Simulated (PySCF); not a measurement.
**Run report: AlBrF, geometry relaxation (part 3 of 5)**

The same run, continued: AlBrF, multiplicity 2, SMILES [F][Al][Br]; TPSSh/def2-SVP, UKS (PySCF 2.14.0). The geometry comes from this level: PBE0-D4/def2-TZVP.

Geometry of the input (Å):
```
F  -1.1200  1.0166  -0.5105
Al -0.4400  -0.4682  -0.2888
Br 1.5490  -0.6132  0.7862
```

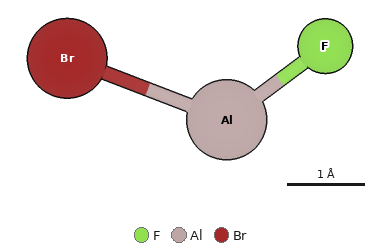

**Figure 1.** The input geometry (ball-and-stick view, seen at an oblique angle). Sticks mark near contacts.

The program's output, continued
```
--------------- DFUKS_Scanner gradients ---------------
         x                y                z
0 F    -0.0000244215    -0.0000093987     0.0000241959
1 Al    -0.0000097575    -0.0000049224    -0.0000087993
2 Br    -0.0000203078    -0.0000066529     0.0000164871
----------------------------------------------
cycle 33: E = -2924.24503925  dE = -2.47701e-09  norm(grad) = 4.68566e-05
Step   32 : Displace = 4.230e-06/4.846e-06 (rms/max) Trust = 4.000e-06 (=) Grad = 1.320e-05/1.821e-05 (rms/max) E (change) = -2924.2450392546 (-2.477e-09) Quality = 0.564
Hessian Eigenvalues: 4.00120e-04 2.33617e-02 4.91419e-02 ... 2.30600e-01 3.41038e-01 1.72821e+00

Geometry optimization cycle 34
Cartesian coordinates (Angstrom)
 Atom        New coordinates             dX        dY        dZ
   F  -1.128649   1.032533  -0.522123   -0.000043 -0.000030  0.000045
  Al  -0.433593  -0.471258  -0.292366    0.000000 -0.000014  0.000014
  Br   1.570707  -0.618833   0.790177    0.000043  0.000044 -0.000059
converged SCF energy = -2924.2450392573  <S^2> = 0.75177919  2S+1 = 2.0017784
--------------- DFUKS_Scanner gradients ---------------
         x                y                z
0 F    -0.0000244333    -0.0000088718     0.0000242293
1 Al    -0.0000093534    -0.0000057336    -0.0000086820
2 Br    -0.0000206207    -0.0000064343     0.0000163308
----------------------------------------------
cycle 34: E = -2924.24503926  dE = -2.69438e-09  norm(grad) = 4.68167e-05
Step   33 : Displace = 4.046e-06/4.452e-06 (rms/max) Trust = 4.000e-06 (=) Grad = 1.313e-05/1.816e-05 (rms/max) E (change) = -2924.2450392573 (-2.694e-09) Quality = 0.575
Hessian Eigenvalues: 2.99351e-04 2.10704e-02 4.91718e-02 ... 2.38610e-01 4.26333e-01 1.55828e+00

Geometry optimization cycle 35
Cartesian coordinates (Angstrom)
 Atom        New coordinates             dX        dY        dZ
   F  -1.128715   1.032489  -0.522057   -0.000066 -0.000044  0.000066
  Al  -0.433592  -0.471278  -0.292345    0.000001 -0.000020  0.000020
  Br   1.570772  -0.618769   0.790090    0.000065  0.000064 -0.000087
converged SCF energy = -2924.24503926118  <S^2> = 0.75177918  2S+1 = 2.0017784
--------------- DFUKS_Scanner gradients ---------------
         x                y                z
0 F    -0.0000240559    -0.0000090973     0.0000243183
1 Al    -0.0000096239    -0.0000057607    -0.0000087906
2 Br    -0.0000206106    -0.0000062796     0.0000163414
----------------------------------------------
cycle 35: E = -2924.24503926  dE = -3.8799e-09  norm(grad) = 4.67673e-05
Step   34 : Displace = 4.278e-06/4.687e-06 (rms/max) Trust = 4.000e-06 (=) Grad = 1.313e-05/1.810e-05 (rms/max) E (change) = -2924.2450392612 (-3.880e-09) Quality = 0.563
Hessian Eigenvalues: 2.99351e-04 2.10704e-02 4.91718e-02 ... 2.38610e-01 4.26333e-01 1.55828e+00

Geometry optimization cycle 36
Cartesian coordinates (Angstrom)
 Atom        New coordinates             dX        dY        dZ
   F  -1.128781   1.032445  -0.521992   -0.000066 -0.000044  0.000065
  Al  -0.433590  -0.471298  -0.292325    0.000002 -0.000020  0.000021
  Br   1.570837  -0.618705   0.790003    0.000065  0.000064 -0.000087
converged SCF energy = -2924.24503926507  <S^2> = 0.75177918  2S+1 = 2.0017784
--------------- DFUKS_Scanner gradients ---------------
         x                y                z
0 F    -0.0000238861    -0.0000089842     0.0000243880
1 Al    -0.0000096660    -0.0000061359    -0.0000088705
2 Br    -0.0000206209    -0.0000061155     0.0000163424
----------------------------------------------
cycle 36: E = -2924.24503927  dE = -3.88991e-09  norm(grad) = 4.67493e-05
Step   35 : Displace = 3.623e-06/3.948e-06 (rms/max) Trust = 4.000e-06 (=) Grad = 1.312e-05/1.803e-05 (rms/max) E (change) = -2924.2450392651 (-3.890e-09) Quality = 0.565
Hessian Eigenvalues: 2.99351e-04 2.10704e-02 4.91718e-02 ... 2.38610e-01 4.26333e-01 1.55828e+00

Geometry optimization cycle 37
Cartesian coordinates (Angstrom)
 Atom        New coordinates             dX        dY        dZ
   F  -1.128869   1.032387  -0.521906   -0.000088 -0.000058  0.000086
  Al  -0.433588  -0.471323  -0.292297    0.000003 -0.000025  0.000027
  Br   1.570924  -0.618620   0.789889    0.000087  0.000085 -0.000115
converged SCF energy = -2924.24503927013  <S^2> = 0.75177918  2S+1 = 2.0017784
--------------- DFUKS_Scanner gradients ---------------
         x                y                z
0 F    -0.0000240011    -0.0000080627     0.0000243096
1 Al    -0.0000090459    -0.0000074498    -0.0000086266
2 Br    -0.0000209704    -0.0000058527     0.0000161641
----------------------------------------------
cycle 37: E = -2924.24503927  dE = -5.06543e-09  norm(grad) = 4.66803e-05
Step   36 : Displace = 4.302e-06/4.720e-06 (rms/max) Trust = 4.000e-06 (=) Grad = 1.307e-05/1.799e-05 (rms/max) E (change) = -2924.2450392701 (-5.065e-09) Quality = 0.555
Hessian Eigenvalues: 1.50060e-04 2.04317e-02 4.91704e-02 ... 2.39234e-01 4.49341e-01 1.58938e+00

Geometry optimization cycle 38
Cartesian coordinates (Angstrom)
 Atom        New coordinates             dX        dY        dZ
   F  -1.129034   1.032280  -0.521751   -0.000165 -0.000107  0.000155
  Al  -0.433581  -0.471366  -0.292246    0.000006 -0.000043  0.000051
  Br   1.571085  -0.618468   0.789681    0.000161  0.000152 -0.000208
converged SCF energy = -2924.2450392795  <S^2> = 0.75177917  2S+1 = 2.0017784
--------------- DFUKS_Scanner gradients ---------------
         x                y                z
0 F    -0.0000232359    -0.0000091987     0.0000245263
1 Al    -0.0000100160    -0.0000066443    -0.0000091194
2 Br    -0.0000204816    -0.0000057593     0.0000164151
----------------------------------------------
cycle 38: E = -2924.24503928  dE = -9.36416e-09  norm(grad) = 4.66456e-05
Step   37 : Displace = 3.988e-06/4.421e-06 (rms/max) Trust = 4.000e-06 (=) Grad = 1.311e-05/1.787e-05 (rms/max) E (change) = -2924.2450392795 (-9.364e-09) Quality = 0.564
Hessian Eigenvalues: 1.01505e-04 1.97862e-02 4.91687e-02 ... 2.39847e-01 4.06151e-01 1.66614e+00

Geometry optimization cycle 39
Cartesian coordinates (Angstrom)
 Atom        New coordinates             dX        dY        dZ
   F  -1.129388   1.032053  -0.521426   -0.000354 -0.000227  0.000325
  Al  -0.433566  -0.471456  -0.292135    0.000015 -0.000090  0.000111
  Br   1.571426  -0.618149   0.789244    0.000341  0.000319 -0.000437
converged SCF energy = -2924.24503929893  <S^2> = 0.75177918  2S+1 = 2.0017784
--------------- DFUKS_Scanner gradients ---------------
         x                y                z
0 F    -0.0000233186    -0.0000081538     0.0000242687
1 Al    -0.0000091760    -0.0000084710    -0.0000088033
2 Br    -0.0000206347    -0.0000054773     0.0000162980
----------------------------------------------
cycle 39: E = -2924.2450393  dE = -1.9435e-08  norm(grad) = 4.64121e-05
Step   38 : Displace = 4.287e-06/4.578e-06 (rms/max) Trust = 4.000e-06 (=) Grad = 1.305e-05/1.778e-05 (rms/max) E (change) = -2924.2450392989 (-1.943e-08) Quality = 0.554
Hessian Eigenvalues: 9.08639e-05 1.98358e-02 4.91715e-02 ... 2.39873e-01 3.83330e-01 1.66906e+00

Geometry optimization cycle 40
Cartesian coordinates (Angstrom)
 Atom        New coordinates             dX        dY        dZ
   F  -1.129849   1.031758  -0.521013   -0.000460 -0.000295  0.000413
  Al  -0.433543  -0.471568  -0.291991    0.000023 -0.000112  0.000144
  Br   1.571867  -0.617739   0.788684    0.000441  0.000410 -0.000560
converged SCF energy = -2924.24503932384  <S^2> = 0.75177916  2S+1 = 2.0017784
--------------- DFUKS_Scanner gradients ---------------
         x                y                z
0 F    -0.0000223059    -0.0000099238     0.0000242705
1 Al    -0.0000103492    -0.0000072552    -0.0000093263
2 Br    -0.0000196907    -0.0000055596     0.0000167333
----------------------------------------------
cycle 40: E = -2924.24503932  dE = -2.49024e-08  norm(grad) = 4.61568e-05
Step   39 : Displace = 6.102e-07/8.558e-07 (rms/max) Trust = 4.000e-06 (=) Grad = 1.309e-05/1.764e-05 (rms/max) E (change) = -2924.2450393238 (-2.490e-08) Quality = 0.553
Hessian Eigenvalues: 9.03531e-05 1.98777e-02 4.91786e-02 ... 2.40287e-01 3.44244e-01 1.69285e+00

Geometry optimization cycle 41
Cartesian coordinates (Angstrom)
 Atom        New coordinates             dX        dY        dZ
   F  -1.134728   1.028610  -0.516652   -0.004879 -0.003149  0.004361
  Al  -0.433298  -0.472767  -0.290460    0.000245 -0.001199  0.001531
  Br   1.576493  -0.613379   0.782795    0.004625  0.004361 -0.005889
converged SCF energy = -2924.24503956485  <S^2> = 0.75177918  2S+1 = 2.0017784
--------------- DFUKS_Scanner gradients ---------------
         x                y                z
0 F    -0.0000180953    -0.0000131753     0.0000216647
1 Al    -0.0000097577    -0.0000104503    -0.0000091344
2 Br    -0.0000157693    -0.0000051215     0.0000176436
----------------------------------------------
cycle 41: E = -2924.24503956  dE = -2.41015e-07  norm(grad) = 4.2947e-05
Step   40 : Displace = 4.315e-06/5.967e-06 (rms/max) Trust = 4.000e-06 (=) Grad = 1.266e-05/1.641e-05 (rms/max) E (change) = -2924.2450395649 (-2.410e-07) Quality = 0.515
Hessian Eigenvalues: 1.34358e-04 1.98787e-02 4.91814e-02 ... 2.40309e-01 3.43959e-01 1.69270e+00

Geometry optimization cycle 42
Cartesian coordinates (Angstrom)
 Atom        New coordinates             dX        dY        dZ
   F  -1.143429   1.022875  -0.508873   -0.008701 -0.005734  0.007779
  Al  -0.432812  -0.474936  -0.287716    0.000486 -0.002169  0.002743
  Br   1.584677  -0.605461   0.772288    0.008184  0.007918 -0.010507
converged SCF energy = -2924.24503989088  <S^2> = 0.75177921  2S+1 = 2.0017784
--------------- DFUKS_Scanner gradients ---------------
         x                y                z
0 F    -0.0000095911    -0.0000177733     0.0000160945
1 Al    -0.0000088814    -0.0000146428    -0.0000086536
2 Br    -0.0000082985    -0.0000034736     0.0000173553
----------------------------------------------
cycle 42: E = -2924.24503989  dE = -3.26029e-07  norm(grad) = 3.76461e-05
Step   41 : Displace = 3.754e-06/5.113e-06 (rms/max) Trust = 4.000e-06 (=) Grad = 1.173e-05/1.319e-05 (rms/max) E (change) = -2924.2450398909 (-3.260e-07) Quality = 0.421
Hessian Eigenvalues: 2.39219e-04 1.98789e-02 4.91816e-02 ... 2.40303e-01 3.43855e-01 1.69263e+00

Geometry optimization cycle 43
Cartesian coordinates (Angstrom)
 Atom        New coordinates             dX        dY        dZ
   F  -1.143616   1.022738  -0.508753   -0.000186 -0.000138  0.000120
  Al  -0.432788  -0.474983  -0.287659    0.000025 -0.000047  0.000057
  Br   1.584836  -0.605277   0.772112    0.000159  0.000184 -0.000176
converged SCF energy = -2924.24503989406  <S^2> = 0.75177921  2S+1 = 2.0017784
--------------- DFUKS_Scanner gradients ---------------
         x                y                z
0 F    -0.0000100699    -0.0000174161     0.0000156681
1 Al    -0.0000073170    -0.0000149014    -0.0000078351
2 Br    -0.0000090518    -0.0000036843     0.0000168110
----------------------------------------------
cycle 43: E = -2924.24503989  dE = -3.18232e-09  norm(grad) = 3.69501e-05
Step   42 : Displace = 7.667e-06/8.500e-06 (rms/max) Trust = 4.000e-06 (=) Grad = 1.123e-05/1.328e-05 (rms/max) E (change) = -2924.2450398941 (-3.182e-09) Quality = 0.232
Hessian Eigenvalues: 3.20932e-04 9.51386e-03 1.99398e-02 ... 2.42047e-01 2.81496e-01 1.65487e+00

Geometry optimization cycle 44
Cartesian coordinates (Angstrom)
 Atom        New coordinates             dX        dY        dZ
   F  -1.143664   1.022702  -0.508735   -0.000049 -0.000036  0.000018
  Al  -0.432777  -0.474992  -0.287644    0.000011 -0.000009  0.000015
  Br   1.584874  -0.605232   0.772080    0.000038  0.000045 -0.000033
converged SCF energy = -2924.24503989441  <S^2> = 0.75177921  2S+1 = 2.0017784
--------------- DFUKS_Scanner gradients ---------------
         x                y                z
0 F    -0.0000102499    -0.0000177962     0.0000154910
1 Al    -0.0000070297    -0.0000142355    -0.0000076242
2 Br    -0.0000090846    -0.0000040003     0.0000167394
----------------------------------------------
cycle 44: E = -2924.24503989  dE = -3.47882e-10  norm(grad) = 3.67514e-05
Step   43 : Displace = 6.721e-06/7.443e-06 (rms/max) Trust = 4.000e-06 (=) Grad = 1.119e-05/1.342e-05 (rms/max) E (change) = -2924.2450398944 (-3.479e-10) Quality = 0.107
Hessian Eigenvalues: 3.87850e-04 9.87754e-03 2.00927e-02 ... 1.56542e-01 2.48145e-01 1.42191e+00

Geometry optimization cycle 45
Cartesian coordinates (Angstrom)
 Atom        New coordinates             dX        dY        dZ
   F  -1.143713   1.022667  -0.508717   -0.000048 -0.000035  0.000018
  Al  -0.432766  -0.475001  -0.287630    0.000011 -0.000009  0.000015
  Br   1.584911  -0.605189   0.772047    0.000037  0.000044 -0.000033
converged SCF energy = -2924.24503989468  <S^2> = 0.75177922  2S+1 = 2.0017784
--------------- DFUKS_Scanner gradients ---------------
         x                y                z
0 F    -0.0000106620    -0.0000175794     0.0000152271
1 Al    -0.0000065338    -0.0000142028    -0.0000073361
2 Br    -0.0000090942    -0.0000042796     0.0000166779
----------------------------------------------
cycle 45: E = -2924.24503989  dE = -2.71484e-10  norm(grad) = 3.64963e-05
Step   44 : Displace = 6.842e-06/7.785e-06 (rms/max) Trust = 4.000e-06 (=) Grad = 1.105e-05/1.356e-05 (rms/max) E (change) = -2924.2450398947 (-2.715e-10) Quality = 0.085
Hessian Eigenvalues: 3.96436e-04 9.73734e-03 2.00302e-02 ... 1.44679e-01 2.52979e-01 1.20088e+00

Geometry optimization cycle 46
Cartesian coordinates (Angstrom)
 Atom        New coordinates             dX        dY        dZ
   F  -1.143767   1.022627  -0.508695   -0.000054 -0.000040  0.000022
  Al  -0.432754  -0.475013  -0.287613    0.000012 -0.000012  0.000016
  Br   1.584953  -0.605137   0.772009    0.000042  0.000052 -0.000038
converged SCF energy = -2924.245039895  <S^2> = 0.75177922  2S+1 = 2.0017784
--------------- DFUKS_Scanner gradients ---------------
         x                y                z
0 F    -0.0000116932    -0.0000161451     0.0000147811
1 Al    -0.0000048095    -0.0000154522    -0.0000065545
2 Br    -0.0000097019    -0.0000044986     0.0000162995
----------------------------------------------
cycle 46: E = -2924.24503989  dE = -3.13776e-10  norm(grad) = 3.60663e-05
Step   45 : Displace = 6.281e-06/7.214e-06 (rms/max) Trust = 4.000e-06 (=) Grad = 1.066e-05/1.375e-05 (rms/max) E (change) = -2924.2450398950 (-3.138e-10) Quality = 0.086
Hessian Eigenvalues: 3.88627e-04 1.00744e-02 1.99336e-02 ... 2.08841e-01 2.56715e-01 1.11585e+00

Geometry optimization cycle 47
Cartesian coordinates (Angstrom)
 Atom        New coordinates             dX        dY        dZ
   F  -1.143823   1.022583  -0.508669   -0.000057 -0.000044  0.000026
  Al  -0.432743  -0.475028  -0.287596    0.000011 -0.000015  0.000017
  Br   1.584998  -0.605077   0.771966    0.000045  0.000059 -0.000043
converged SCF energy = -2924.24503989532  <S^2> = 0.75177925  2S+1 = 2.0017785
--------------- DFUKS_Scanner gradients ---------------
         x                y                z
0 F    -0.0000123735    -0.0000149541     0.0000144717
1 Al    -0.0000036350    -0.0000166260    -0.0000060363
2 Br    -0.0000101025    -0.0000045523     0.0000160440
----------------------------------------------
cycle 47: E = -2924.2450399  dE = -3.19233e-10  norm(grad) = 3.59504e-05
Step   46 : Displace = 3.754e-06/4.249e-06 (rms/max) Trust = 4.000e-06 (=) Grad = 1.055e-05/1.384e-05 (rms/max) E (change) = -2924.2450398953 (-3.192e-10) Quality = 0.080
Hessian Eigenvalues: 3.41811e-04 6.69807e-03 1.99416e-02 ... 2.34667e-01 2.76092e-01 1.23481e+00

Geometry optimization cycle 48
Cartesian coordinates (Angstrom)
 Atom        New coordinates             dX        dY        dZ
   F  -1.143922   1.022502  -0.508622   -0.000099 -0.000081  0.000047
  Al  -0.432725  -0.475056  -0.287567    0.000019 -0.000028  0.000029
  Br   1.585079  -0.604969   0.771890    0.000081  0.000109 -0.000077
converged SCF energy = -2924.24503989613  <S^2> = 0.75177923  2S+1 = 2.0017784
--------------- DFUKS_Scanner gradients ---------------
         x                y                z
0 F    -0.0000123863    -0.0000154503     0.0000143276
1 Al    -0.0000033205    -0.0000159640    -0.0000058122
2 Br    -0.0000102370    -0.0000047830     0.0000158799
----------------------------------------------
cycle 48: E = -2924.2450399  dE = -8.09905e-10  norm(grad) = 3.57339e-05
Step   47 : Displace = 4.502e-06/4.951e-06 (rms/max) Trust = 4.000e-06 (=) Grad = 1.051e-05/1.398e-05 (rms/max) E (change) = -2924.2450398961 (-8.099e-10) Quality = 0.113
Hessian Eigenvalues: 2.85988e-04 5.80482e-03 2.00233e-02 ... 2.49661e-01 2.97306e-01 1.24406e+00

Geometry optimization cycle 49
Cartesian coordinates (Angstrom)
 Atom        New coordinates             dX        dY        dZ
   F  -1.144061   1.022388  -0.508554   -0.000138 -0.000114  0.000068
  Al  -0.432700  -0.475098  -0.287527    0.000024 -0.000042  0.000040
  Br   1.585192  -0.604813   0.771782    0.000113  0.000156 -0.000108
converged SCF energy = -2924.24503989711  <S^2> = 0.75177922  2S+1 = 2.0017784
--------------- DFUKS_Scanner gradients ---------------
         x                y                z
0 F    -0.0000123705    -0.0000157108     0.0000141035
1 Al    -0.0000029370    -0.0000156068    -0.0000055026
2 Br    -0.0000104005    -0.0000049700     0.0000156757
----------------------------------------------
cycle 49: E = -2924.2450399  dE = -9.84983e-10  norm(grad) = 3.54943e-05
Step   48 : Displace = 3.998e-06/4.413e-06 (rms/max) Trust = 4.000e-06 (=) Grad = 1.048e-05/1.408e-05 (rms/max) E (change) = -2924.2450398971 (-9.850e-10) Quality = 0.098
Hessian Eigenvalues: 2.85988e-04 5.80482e-03 2.00233e-02 ... 2.49661e-01 2.97306e-01 1.24406e+00
```
